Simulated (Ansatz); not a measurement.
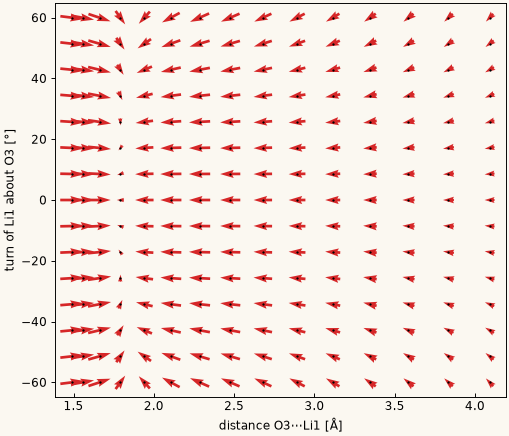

CH2LiO, charge +1. The turn is about an axis along (0.12, 0.99, −0.04) in the frame of the relaxed pair, normal to the line between the partners. The first coordinate is: distance O3···Li1; the second: turn of Li1 about O3. The scan uses a 15 × 15 grid. Points are written as (first, second). All numbers below come from Ansatz, RHF/def2-TZVPD.

Drawn: dots at the grid points, arrows along the force (downhill), their lengths compressed.

Q: The arrows alone are given. Where is the energy lowest?

A: The arrows converge at about (1.775 Å, 0°) (read from the interpolated surface).

The energy map of the same scan:

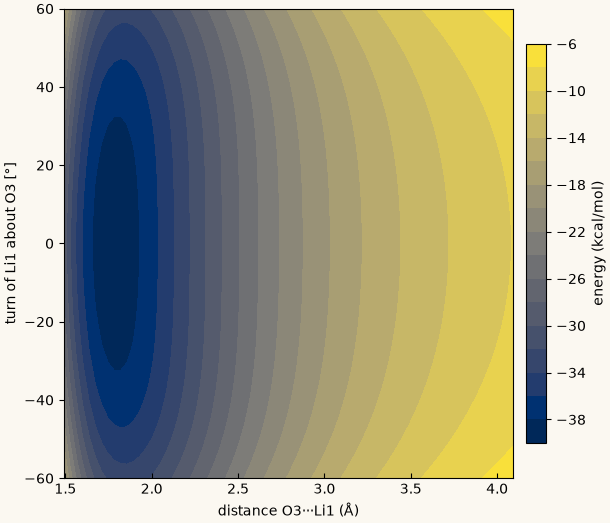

Energies are in kcal/mol, from the ion and the molecule far apart, frozen as in the relaxed pair, each in its own basis (no counterpoise correction); between grid points the surface is interpolated.
